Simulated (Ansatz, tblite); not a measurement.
# The cluster MoS2+: isomers from a random search

Which shape does the cluster MoS2+ prefer? Candidates from a tight-binding search are relaxed and compared.

Method: relaxed with PBE-D4/def2-TZVP, doublet; program: Ansatz 0.2.0, Gaussian basis.

4 further runs of the same task are left out: 4 set aside as unsound or not needed. Runs told in other sessions of the task aren't counted.

## Step 1: Starting geometry

3 atoms, charge 1, spin multiplicity 2.

Atoms are counted from 1 here; the program's logs count them from 0.

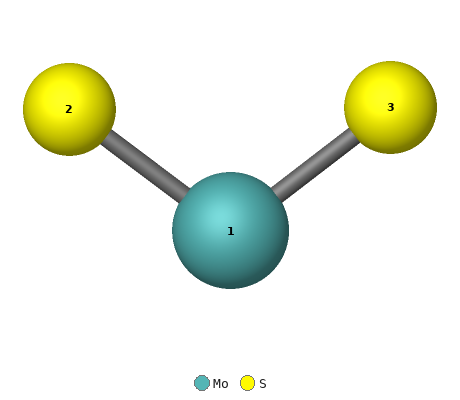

As it starts; molybdenum teal, sulfur yellow; atoms are numbered from 1 in the order of the file.

Geometry (Å):

```
Mo   -0.6534   -0.5658   -0.0007
S    -0.7817    1.5624    0.2026
S     1.4351   -0.9966   -0.2020
```

Mo takes a core potential in the def2 sets. No spin-orbit coupling is included. The ion is computed in the gas phase, without counter-ions or solvent.

A search from random starts with GFN2-xTB found 3 distinct shapes; 2 go on here. The structure above is candidate A, which lies 0.00 eV above the lowest at that level; B lies 2.01 eV above the lowest at that level.

## Step 2: Relaxing candidate A

Contents of in.yaml:

```yaml
crystal:
  periodic: [false, false, false]
  atoms:
    - {symbol: Mo, position_ang: [-0.653390, -0.565780, -0.000680]}
    - {symbol: S, position_ang: [-0.781750, 1.562370, 0.202640]}
    - {symbol: S, position_ang: [1.435140, -0.996590, -0.201960]}
basis:
  gaussian: {orbitals: def2-TZVP}
total_charge: 1
magnetization: {spin_polarized: true, initial_magnetization: 1}
hamiltonian: {xc: pbe, dispersion: d4}
scf: {lower_state_search: "off"}
output: {orbitals: {seedname: orbitals}}
relax: {f_tol: 0.02, max_steps: 100}
```

Run with:

```
ansatz run in.yaml --threads 4 --pin off --events-out ev --progress --plain --max-ram 3916MiB
```

Output (excerpt; [...] marks lines left out):

```text
Functional definition: PBE
  name "PBE"
  cite "Perdew, Burke & Ernzerhof, Phys. Rev. Lett. 77, 3865 (1996) doi:10.1103/PhysRevLett.77.3865"
  parent pbe
[...]
830 factors; their error is unknown
[...]
mean field -23512.18576334 eV, -864.0568896707 hartree, gradient 1.4e-6 eV, S^2 0.813424; 0 other end points of the search recorded, 0 dependent functions left out
[...]
reference -23512.18580348 eV, -864.0568911461 hartree; 23, 22 occupied and 91, 92 virtual orbitals, 830 factors
relax step   1: F+E_penalty+E_count = -23512.29369402 eV  Δ(F+E_penalty+E_count) = +0.000e0 eV  max|allowed force component| = 1.650e0 eV/Å  Δτ_max = 0.0000 Å  (41 SCF iters, accepted)
[...]
relax step   2: F+E_penalty+E_count = -23512.38947995 eV  Δ(F+E_penalty+E_count) = -9.579e-2 eV  max|allowed force component| = 7.122e-1 eV/Å  Δτ_max = 0.0792 Å  (32 SCF iters, accepted)
[...]
relax step   3: F+E_penalty+E_count = -23512.40528809 eV  Δ(F+E_penalty+E_count) = -1.581e-2 eV  max|allowed force component| = 1.254e-2 eV/Å  Δτ_max = 0.0200 Å  (27 SCF iters, accepted)
Total energy: -23512.40532843 eV, -864.0649585392 hartree
Atom 0 at    -0.638783    -0.553252    -0.000676 Å, force    -0.007929    -0.007364    -0.000053 eV/Å
Atom 1 at    -0.751088     1.512337     0.195714 Å, force    -0.003513     0.012536     0.001412 eV/Å
Atom 2 at     1.389871    -0.959085    -0.195038 Å, force     0.011443    -0.005172    -0.001358 eV/Å
Dipole moment:    -0.460386    -0.398732    -0.000486 e Å
Checks for a lower state left out: stability, starts, cluster_reference, orbital_swaps, neighbouring_geometries, increment
```

Wall time 3.4 s (4 threads of Arm Neoverse V1, shared host).

Along the way:

| step | energy from step 1 (eV) | largest force component (eV/Å) |
| --- | --- | --- |
| 1 | 0.0000 | 1.6503 |
| 2 | -0.0958 | 0.7122 |
| 3 | -0.1116 | 0.0125 |

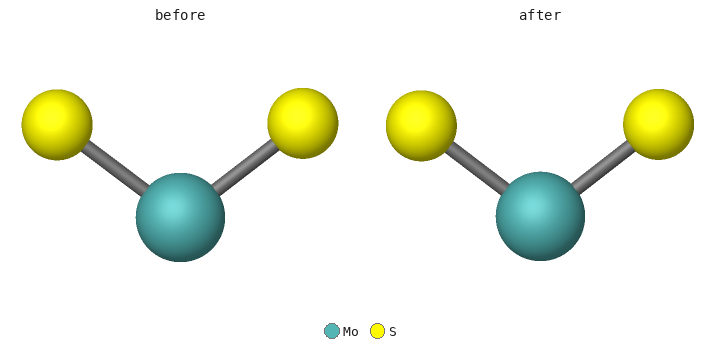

The geometry before (left) and after (right).

Close pairs (by a distance rule), those that changed most:

| bond | before (Å) | after (Å) | change (Å) |
| --- | --- | --- | --- |
| Mo1–S3 | 2.142 | 2.078 | -0.064 |
| Mo1–S2 | 2.142 | 2.078 | -0.064 |

## Step 3: Relaxing candidate B

Contents of in.yaml:

```yaml
crystal:
  periodic: [false, false, false]
  atoms:
    - {symbol: Mo, position_ang: [-1.487420, 0.744550, -0.020150]}
    - {symbol: S, position_ang: [1.475430, 0.329450, 0.048980]}
    - {symbol: S, position_ang: [0.011990, -1.073990, -0.028830]}
basis:
  gaussian: {orbitals: def2-TZVP}
total_charge: 1
magnetization: {spin_polarized: true, initial_magnetization: 1}
hamiltonian: {xc: pbe, dispersion: d4}
scf: {lower_state_search: "off"}
output: {orbitals: {seedname: orbitals}}
relax: {f_tol: 0.02, max_steps: 100}
```

The command is unchanged.

Output (excerpt; [...] marks lines left out):

```text
Functional definition: PBE
  name "PBE"
  cite "Perdew, Burke & Ernzerhof, Phys. Rev. Lett. 77, 3865 (1996) doi:10.1103/PhysRevLett.77.3865"
  parent pbe
[...]
830 factors; their error is unknown
[...]
mean field -23509.65976132 eV, -863.9640608088 hartree, gradient 2.9e-6 eV, S^2 2.220634; 0 other end points of the search recorded, 0 dependent functions left out
[...]
reference -23509.65980184 eV, -863.9640622978 hartree; 23, 22 occupied and 91, 92 virtual orbitals, 830 factors
relax step   1: F+E_penalty+E_count = -23509.77379191 eV  Δ(F+E_penalty+E_count) = +0.000e0 eV  max|allowed force component| = 2.467e0 eV/Å  Δτ_max = 0.0000 Å  (64 SCF iters, accepted)
[...]
relax step   5: F+E_penalty+E_count = -23510.97200640 eV  Δ(F+E_penalty+E_count) = -1.701e-3 eV  max|allowed force component| = 4.850e-2 eV/Å  Δτ_max = 0.0065 Å  (30 SCF iters, accepted)
[...]
relax step   6: F+E_penalty+E_count = -23510.97209397 eV  Δ(F+E_penalty+E_count) = -8.757e-5 eV  max|allowed force component| = 1.065e-3 eV/Å  Δτ_max = 0.0023 Å  (28 SCF iters, accepted)
Total energy: -23510.97213519 eV, -864.0122896588 hartree
Atom 0 at    -1.105636     0.751293    -0.009607 Å, force     0.000044    -0.000444    -0.000011 eV/Å
Atom 1 at     1.120873     0.460868     0.042926 Å, force    -0.000183    -0.000620    -0.000022 eV/Å
Atom 2 at    -0.015238    -1.212151    -0.033319 Å, force     0.000139     0.001065     0.000033 eV/Å
Dipole moment:    -0.517605     0.351723    -0.004497 e Å
Checks for a lower state left out: stability, starts, cluster_reference, orbital_swaps, neighbouring_geometries, increment
```

Wall time 7.5 s (4 threads of Arm Neoverse V1, shared host).

Relaxation path:

| step | energy from step 1 (eV) | largest force component (eV/Å) |
| --- | --- | --- |
| 1 | 0.0000 | 2.4667 |
| 2 | -0.7475 | 1.7787 |
| 3 | -1.1510 | 1.4108 |
| 4 | -1.1965 | 0.2053 |
| 5 | -1.1982 | 0.0485 |
| 6 | -1.1983 | 0.0011 |

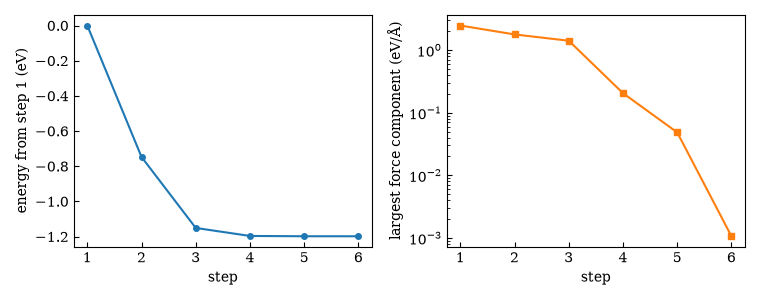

Energy and force, step by step.

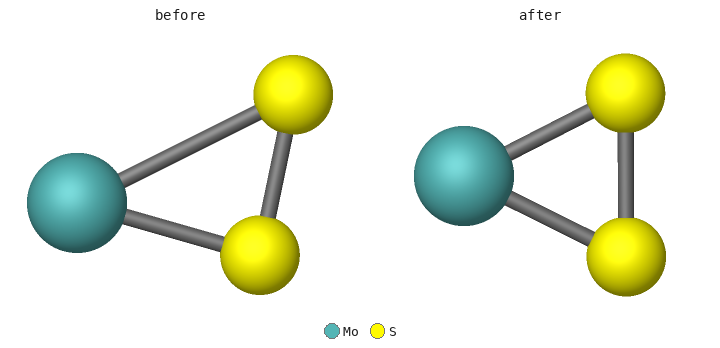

Before and after, at one scale.

Close pairs (by a distance rule), those that changed most:

| bond | before (Å) | after (Å) | change (Å) |
| --- | --- | --- | --- |
| Mo1–S2 | 2.993 | 2.246 | -0.747 |
| Mo1–S3 | 2.357 | 2.246 | -0.111 |
| S2–S3 | 2.029 | 2.024 | -0.005 |

## Step 4: The relaxed candidates

| candidate | point group | bonds (count, mean Å) | energy above the lowest (kcal/mol) |
| --- | --- | --- | --- |
| A | C2v | Mo–S 2, 2.08 | 0.0 |
| B | C2v | Mo–S 2, 2.25; S–S 1, 2.02 | 33.1 |

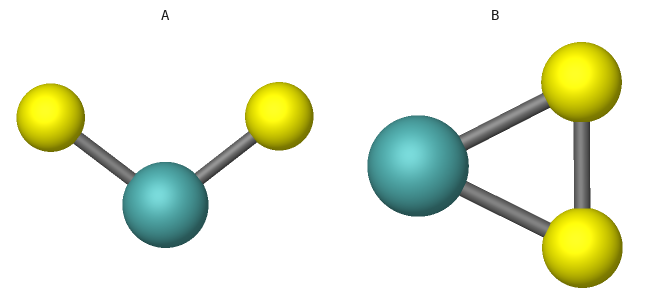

The candidates after relaxation.

## Step 5: Candidate B, GFN1-xTB

Tight binding, by tblite at 300 K electronic temperature and without a spin-polarisation term:

```python
tblite.interface.Calculator('GFN1-xTB', numbers, positions, charge=1, uhf=1).singlepoint()
```

Energy -241.3345 eV; 0.004 s.

## Step 6: Candidate B, GFN2-xTB

Tight binding, by tblite at 300 K electronic temperature and without a spin-polarisation term:

```python
tblite.interface.Calculator('GFN2-xTB', numbers, positions, charge=1, uhf=1).singlepoint()
```

Energy -217.0559 eV; 0.004 s.

## Step 7: Candidate B, PBE0-D4/def2-TZVP

start.molden holds the orbitals of an earlier run on this state, given as this run's starting guess.

Contents of in.yaml:

```yaml
crystal:
  periodic: [false, false, false]
  atoms:
    - {symbol: Mo, position_ang: [-1.105636, 0.751293, -0.009607]}
    - {symbol: S, position_ang: [1.120873, 0.460868, 0.042926]}
    - {symbol: S, position_ang: [-0.015238, -1.212151, -0.033319]}
basis:
  gaussian: {orbitals: def2-TZVP, initial_orbitals: start.molden}
total_charge: 1
magnetization: {spin_polarized: true, initial_magnetization: 1}
hamiltonian: {xc: pbe0, dispersion: d4}
scf: {omitted_lower_state_checks: [starts]}
output: {orbitals: {seedname: orbitals}}
```

Same command.

Output (excerpt; [...] marks lines left out):

```text
Functional definition: PBE0
  name "PBE0"
  cite "Adamo & Barone, J. Chem. Phys. 110, 6158 (1999) doi:10.1063/1.478522"
  cite "Perdew, Burke & Ernzerhof, Phys. Rev. Lett. 77, 3865 (1996) doi:10.1103/PhysRevLett.77.3865"
  parent pbe
[...]
920 factors; their error is unknown
[...]
mean field -23511.30538358 eV, -864.0245363115 hartree, gradient 4.7e-6 eV, S^2 2.158636; 1 other end points of the search recorded, 0 dependent functions left out
reference -23511.30541436 eV, -864.0245374424 hartree; 23, 22 occupied and 91, 92 virtual orbitals, 920 factors
Total energy: -23511.40291128 eV, -864.0281203881 hartree
Checks for a lower state left out: starts
```

Run time: 9 s. Hardware: 4 threads of Arm Neoverse V1, shared host.

Report: HOMO -11.54 eV, LUMO -8.87 eV (over both spins); ⟨S²⟩ 2.159 (pure: 0.75); the next solution that the search met lies 0.088 eV higher. Doubts: spin contamination.

## Step 8: Candidate B, PBE-D4/def2-TZVP

Edit in.yaml of step 7 so:

```diff
@@ -10,4 +10,4 @@
 magnetization: {spin_polarized: true, initial_magnetization: 1}
-hamiltonian: {xc: pbe0, dispersion: d4}
+hamiltonian: {xc: pbe, dispersion: d4}
 scf: {omitted_lower_state_checks: [starts]}
-output: {orbitals: {seedname: orbitals}}
+output: {forces: true, orbitals: {seedname: orbitals}}
```

The command is unchanged.

Output (excerpt; [...] marks lines left out):

```text
Functional definition: PBE
  name "PBE"
  cite "Perdew, Burke & Ernzerhof, Phys. Rev. Lett. 77, 3865 (1996) doi:10.1103/PhysRevLett.77.3865"
  parent pbe
[...]
830 factors; their error is unknown
[...]
mean field -23510.89168782 eV, -864.0093332725 hartree, gradient 5.8e-6 eV, S^2 1.814752; 0 other end points of the search recorded, 0 dependent functions left out
[...]
reference -23510.89173173 eV, -864.0093348864 hartree; 23, 22 occupied and 91, 92 virtual orbitals, 830 factors
Total energy: -23511.00849076 eV, -864.0136257016 hartree
Atom 0 at    -1.105636     0.751293    -0.009607 Å, force     0.038330    -0.026263     0.000327 eV/Å
Atom 1 at     1.120873     0.460868     0.042926 Å, force     0.006818     0.051078     0.001572 eV/Å
Atom 2 at    -0.015238    -1.212151    -0.033319 Å, force    -0.045149    -0.024815    -0.001899 eV/Å
Dipole moment:    -0.498140     0.338892    -0.013072 e Å
Checks for a lower state left out: starts
```

Wall time 3.9 s (4 threads of Arm Neoverse V1, shared host).

HOMO -10.39 eV, LUMO -9.73 eV (over both spins); ⟨S²⟩ 1.815 (pure: 0.75). Doubts: spin contamination.

## Step 9: Candidate B, r2SCAN-D4/def2-TZVP

Edit in.yaml of step 8 so:

```diff
@@ -10,4 +10,4 @@
 magnetization: {spin_polarized: true, initial_magnetization: 1}
-hamiltonian: {xc: pbe, dispersion: d4}
+hamiltonian: {xc: r2scan, dispersion: d4}
 scf: {omitted_lower_state_checks: [starts]}
-output: {forces: true, orbitals: {seedname: orbitals}}
+output: {orbitals: {seedname: orbitals}}
```

Same command.

Output:

```text
Functional definition: r2SCAN
  name "r2SCAN"
  cite "Furness, Kaplan, Ning, Perdew & Sun, J. Phys. Chem. Lett. 11, 8208 (2020) doi:10.1021/acs.jpclett.0c02405"
  cite "Furness, Kaplan, Ning, Perdew & Sun, J. Phys. Chem. Lett. 11, 9248 (2020) doi:10.1021/acs.jpclett.0c03077"
  parent r2scan
  parameter k0 = 0.174
  parameter k1 = 0.065
  parameter a1 = 4.9479
  exchange = r2scan_x(k0 = k0, k1 = k1, a1 = a1)
  correlation = r2scan_c
these checks for a lower state are left out or cut short: starts
830 factors; their error is unknown
mean field evaluation 1: about -23518.6762 eV, gradient 5.6e0 eV
mean field evaluation 2: about -23518.7353 eV, gradient 1.6e-1 eV
mean field evaluation 4: about -23518.7319 eV, gradient 4.9e-1 eV
mean field evaluation 8: about -23518.7340 eV, gradient 1.0e-3 eV
mean field -23518.73395419 eV, -864.2975312461 hartree, gradient 7.7e-6 eV, S^2 2.011218; 0 other end points of the search recorded, 0 dependent functions left out
reference -23518.73396903 eV, -864.2975317912 hartree; 23, 22 occupied and 91, 92 virtual orbitals, 830 factors
Total energy: -23518.75513906 eV, -864.2983097756 hartree
Checks for a lower state left out: starts
```

Run time: 9.5 s. Hardware: 4 threads of Arm Neoverse V1, shared host.

From the report: HOMO -10.68 eV, LUMO -9.71 eV (over both spins); ⟨S²⟩ 2.011 (pure: 0.75). Doubts: spin contamination.

## Step 10: Candidate B, HF/def2-TZVP

Edit in.yaml of step 9 so:

```diff
@@ -10,3 +10,3 @@
 magnetization: {spin_polarized: true, initial_magnetization: 1}
-hamiltonian: {xc: r2scan, dispersion: d4}
+hamiltonian: {xc: hf}
 scf: {omitted_lower_state_checks: [starts]}
```

The command is unchanged.

Output:

```text
Functional definition: HF
  name "HF"
  cite "Fock, Z. Phys. 61, 126 (1930) doi:10.1007/BF01340294"
  parent pbe
  exchange = exact_x
  correlation = 0
these checks for a lower state are left out or cut short: starts
1104 factors; their error is unknown
mean field evaluation 1: about -23464.7249 eV, gradient 2.2e1 eV
mean field evaluation 2: about -23465.9339 eV, gradient 2.0e0 eV
mean field evaluation 4: about -23466.0178 eV, gradient 2.9e-1 eV
mean field evaluation 8: about -23466.5117 eV, gradient 5.2e-2 eV
mean field evaluation 16: about -23466.5119 eV, gradient 3.2e-3 eV
mean field evaluation 32: about -23466.5119 eV, gradient 1.2e-5 eV
mean field -23466.51189818 eV, -862.3784060852 hartree, gradient 2.0e-6 eV, S^2 2.686421; 0 other end points of the search recorded, 0 dependent functions left out
reference -23466.51189818 eV, -862.3784060852 hartree; 23, 22 occupied and 91, 92 virtual orbitals, 1104 factors
Total energy: -23466.51189818 eV, -862.3784060852 hartree
Checks for a lower state left out: starts
```

Run time: 4.6 s. Hardware: 4 threads of Arm Neoverse V1, shared host.

Report: HOMO -14.62 eV, LUMO -4.76 eV (over both spins); ⟨S²⟩ 2.686 (pure: 0.75). Doubts: spin contamination.

## Step 11: Candidate B, revPBE-D4/def2-TZVP

Edit in.yaml of step 10 so:

```diff
@@ -10,3 +10,3 @@
 magnetization: {spin_polarized: true, initial_magnetization: 1}
-hamiltonian: {xc: hf}
+hamiltonian: {xc: {name: revPBE}, dispersion: d4}
 scf: {omitted_lower_state_checks: [starts]}
```

Launched as before.

Output:

```text
Functional definition: revPBE
  name "revPBE"
  cite "Zhang & Yang, Phys. Rev. Lett. 80, 890 (1998) doi:10.1103/PhysRevLett.80.890"
  cite "Perdew, Burke & Ernzerhof, Phys. Rev. Lett. 77, 3865 (1996) doi:10.1103/PhysRevLett.77.3865"
  parameter kappa = 1.245
  parameter beta = 0.06672455060314922
  exchange = pbe_x(kappa = kappa, mu = beta*pi^2/3)
  correlation = pbe_c(beta = beta)
these checks for a lower state are left out or cut short: starts
830 factors; their error is unknown
mean field evaluation 1: about -23516.9601 eV, gradient 6.7e0 eV
mean field evaluation 2: about -23517.0886 eV, gradient 3.6e-1 eV
mean field evaluation 4: about -23517.0984 eV, gradient 1.5e-1 eV
mean field evaluation 8: about -23517.1012 eV, gradient 9.1e-3 eV
mean field evaluation 16: about -23517.1012 eV, gradient 9.0e-6 eV
mean field -23517.10117127 eV, -864.2375275804 hartree, gradient 9.0e-6 eV, S^2 1.844479; 0 other end points of the search recorded, 0 dependent functions left out
reference -23517.10122646 eV, -864.2375296088 hartree; 23, 22 occupied and 91, 92 virtual orbitals, 830 factors
Total energy: -23517.37199971 eV, -864.2474803422 hartree
Checks for a lower state left out: starts
```

Wall time 3.8 s (4 threads of Arm Neoverse V1, shared host).

Report: HOMO -10.33 eV, LUMO -9.67 eV (over both spins); ⟨S²⟩ 1.844 (pure: 0.75). Doubts: spin contamination.

## Step 12: Candidate B, CCSD(T)/def2-TZVPP

Contents of in.yaml:

```yaml
crystal:
  periodic: [false, false, false]
  atoms:
    - {symbol: Mo, position_ang: [-1.105636, 0.751293, -0.009607]}
    - {symbol: S, position_ang: [1.120873, 0.460868, 0.042926]}
    - {symbol: S, position_ang: [-0.015238, -1.212151, -0.033319]}
basis:
  gaussian: {orbitals: def2-TZVPP, initial_orbitals: start.molden}
total_charge: 1
magnetization: {spin_polarized: true, initial_magnetization: 1}
correlation: {method: ccsd_t}
scf: {omitted_lower_state_checks: [starts, cluster_reference]}
output: {orbitals: {seedname: orbitals}}
```

Launched as before.

Output (excerpt; [...] marks lines left out):

```text
Functional definition: HF
  name "HF"
  cite "Fock, Z. Phys. 61, 126 (1930) doi:10.1007/BF01340294"
  parent pbe
[...]
869 factors; integrals over basis functions are off by at most 6.2e-4 eV
[...]
mean field -23466.63134794 eV, -862.3827957828 hartree, gradient 2.8e-6 eV, S^2 2.684756; 0 other end points of the search recorded, 0 dependent functions left out
10 core orbitals not correlated: weight in the atoms' cores, before any rotation towards them, 1.000 or more for the frozen orbitals, at most 0.000 for the correlated occupied ones
reference -23466.63134794 eV, -862.3827957828 hartree; 13, 12 occupied and 117, 118 virtual orbitals, 869 factors
second order -19.74358304 eV of doubles, -0.00000000 eV of singles
cycle   1  -19.55003194 eV  change    1.9e-1 eV  update   1.6e-1
[...]
cycle  23  -20.61497049 eV  change   -1.2e-5 eV  update   2.9e-5
perturbative correction -1.33779267 eV, -0.0491629739 hartree
WARN: the results are in doubt because among natural orbitals the method converges to other amplitudes
Total energy: -23488.58411110 eV, -863.1895449488 hartree
In doubt: among natural orbitals the method converges to other amplitudes
Checks for a lower state left out: starts, cluster_reference
```

It took 57 s on 4 threads of Arm Neoverse V1, shared host; peak memory 2 GiB.

From the report: Hartree-Fock HOMO -14.71 eV, LUMO -4.78 eV (over both spins); ⟨S²⟩ 2.685 (pure: 0.75); T1 0.048. Doubts: state flagged by the program, spin contamination.

## Step 13: B against A

The energies of A at these levels come from its own runs, whose logs aren't repeated here.

| level | B above A (kcal/mol) | time |
| --- | --- | --- |
| GFN1-xTB | +47.9 | 0.007 s |
| GFN2-xTB | +34.3 | 0.008 s |
| HF/def2-TZVP† | -2.1 | 6.4 s |
| HF/def2-TZVPP† | -3.4 |  |
| PBE-D4/def2-TZVP† | +32.2 | 5.5 s |
| revPBE-D4/def2-TZVP† | +31.3 | 5.5 s |
| r2SCAN-D4/def2-TZVP† | +27.2 | 14 s |
| PBE0-D4/def2-TZVP† | +19.2 | 16 s |
| MP2/def2-TZVPP† | +13.1 |  |
| CCSD/def2-TZVPP† | +20.1 |  |
| CCSD(T)/def2-TZVPP† | +25.9 | 78 s |

Times add the two runs; a level without a time comes out of a correlated run. † marks a level with a doubtful state (flagged, unstable, out of aufbau order, or strongly spin-contaminated); such levels are left out of the summary. CCSD(T)/def2-TZVPP is no safe reference here (large T1 diagnostic, spin contamination, state flagged by the program).

## Step 14: Summary of results

```
 quantity                   value
B above A  no level free of doubt
```

**Reading.** Every level beyond tight binding has a doubtful state for B or A, so their order isn't settled. A random search of this size may have missed the true lowest shape. Only doublets are compared; another spin may lie lower and prefer another shape.
